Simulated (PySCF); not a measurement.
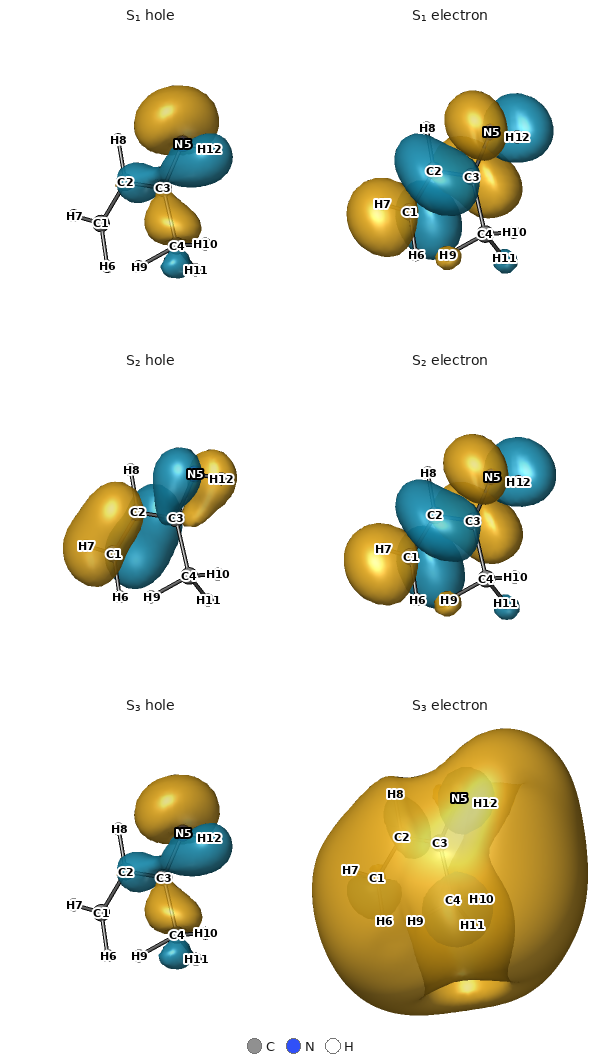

Figure. C$_{4}$H$_{7}$N, SMILES `C=CC(C)=N`. Leading natural transition orbitals (full linear response singlet states).

Method: PBE0/def2-SVPD; geometry: GFN2-xTB; program: PySCF. No frequency check shows the geometry to be a minimum.

Input script:

```python
import numpy as np
from pyscf import gto, scf, dft, tdscf
from pyscf.scf import atom_ks, atom_hf
from scipy.linalg import block_diag

def solve(mol, dm0=None, hcore=None):
    mf = (dft.UKS if mol.spin else dft.RKS)(mol, xc='pbe0')
    mf.grids.level = 3
    mf = mf.density_fit(auxbasis='def2-universal-jkfit')
    mf.conv_tol, mf.max_cycle = 1e-8, 80
    if hcore is not None:
        mf.get_hcore = lambda *args: hcore
    mf.kernel(dm0)
    if not mf.converged:
        mf = mf.newton().run(mf.mo_coeff, mf.mo_occ, max_cycle=30)
    assert mf.converged, 'SCF not converged'
    return mf

mol = gto.M(atom='''
C     -1.94517    -0.09367    -0.00052
C     -0.84947     0.65380     0.00073
C      0.52678     0.15553     0.00025
C      0.75068    -1.33279     0.00018
N      1.43784     1.03368    -0.00060
H     -1.91798    -1.17059    -0.00247
H     -2.92574     0.35167    -0.00031
H     -0.91542     1.73270     0.00217
H      0.29463    -1.77899     0.88291
H      1.81554    -1.55984     0.00203
H      0.29787    -1.77849    -0.88297
H      2.38932     0.67058    -0.00099
''', basis='def2-svpd', charge=0, spin=0, verbose=4)
mf = solve(mol)
td = mf.TDDFT()
td.nstates, td.singlet, td.conv_tol = 5, True, 1e-5
td.kernel()
td.analyze()
x, y = np.array([p[0] for p in td.xy]), np.array([p[1] + 0 * p[0] for p in td.xy])
f, mu = td.oscillator_strength(), td.transition_dipole()
nto = [td.get_nto(state=i + 1, verbose=4) for i in range(len(td.e))]
# spherically averaged free atoms, for the promolecule
atm = atom_ks.get_atm_nrks(mol, xc='pbe0')
pro = block_diag(*[(atm[a[0]][2] * atm[a[0]][3]) @ atm[a[0]][2].T for a in mol._atom])
np.savez('result.npz', e=td.e, f=f, ok=td.converged, w=[n[0] for n in nto], nto=[n[1] for n in nto], x=x, y=y, c=mf.mo_coeff, occ=mf.mo_occ, eps=mf.mo_energy, pro=pro, mu=mu)
```

Launched as:

```sh
OMP_NUM_THREADS=1 python input.py
```

The run took 14 min on 1 thread of Intel(R) Xeon(R) Processor @ 2.70GHz, on a shared host, peak memory 0.89 GiB.

Describe these excited states.

By state:
- S₁: 4.54 eV (273 nm), f = 0.001 (very weak), n → π*; the leading pair carries 100 %; hole on N5 (65 %), C3 (10 %) and C4 (8 %), electron on N5 (27 %), C3 (22 %) and C1 (21 %); their centroids lie 1.4 Å apart.
- S₂: 6.26 eV (198 nm), f = 0.469 (bright), π → π*; the leading pair carries 96 %; hole on C1 (35 %), C2 (27 %) and N5 (19 %), electron on N5 (24 %), C1 and C3 (21 % each) and C2 (13 %); their centroids lie 0.6 Å apart.
- S₃: 7.08 eV (175 nm), f = 0.034, partly diffuse acceptor orbital; the leading pair carries 98 %; hole on N5 (64 %), C3 (10 %) and C4 (8 %), electron on H12 (19 %), H10 (18 %) and C4 (12 %) (atom shares of so diffuse an orbital are rough); their centroids lie 1.7 Å apart.
